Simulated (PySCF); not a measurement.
```csv
atom,x (Å),y (Å),z (Å)
Al,-0.7378,1.1656,-0.0577
Cl,-2.7871,0.9864,0.2046
Cl,0.2842,2.9400,-0.3798
F,-0.1182,-0.1431,-1.1680
Al,0.7743,-1.1859,0.0360
Cl,2.8255,-1.0235,-0.2258
Cl,-0.2604,-2.9518,0.3618
F,0.1576,0.1266,1.1453
```

Geometry: PBE0-D3(BJ)/def2-SVP.

Theory: PySCF, PBE0/pcSseg-1 Al:pcSseg-2, SCF density, gas phase, non-relativistic.

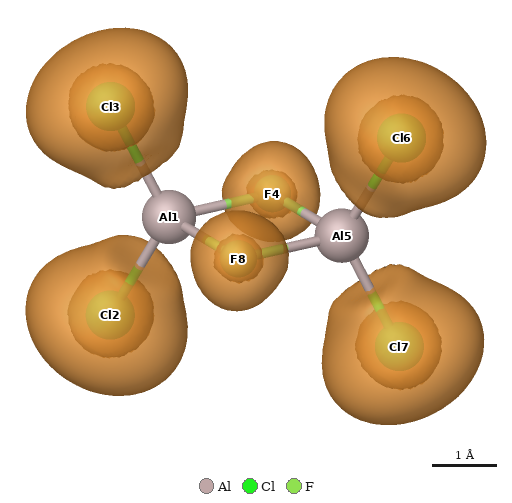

Al₂Cl₄F₂. Isosurface of the electron localisation function at 0.75 (orange), seen at a tilt. Only the valence region is drawn (cores and ρ < 0.01 e/Å³ removed).

Question: Where are the electrons localised?

Answer: At this value the surface marks out four regions on Cl in which the atom's valence shell and bonds are merged and two regions wrapped around F (the valence shell of each). Along the contacts the grid gives the following. Al–F (1.82 Å): the ELF peaks at about 0.85 in the valence shell of F, 0.5 Å from its nucleus, and is about 0.40 at the midpoint. Al–Cl (2.07 Å): the ELF peaks at about 0.85 in the valence shell of Cl, 0.9 Å from its nucleus, and is about 0.85 at the midpoint.
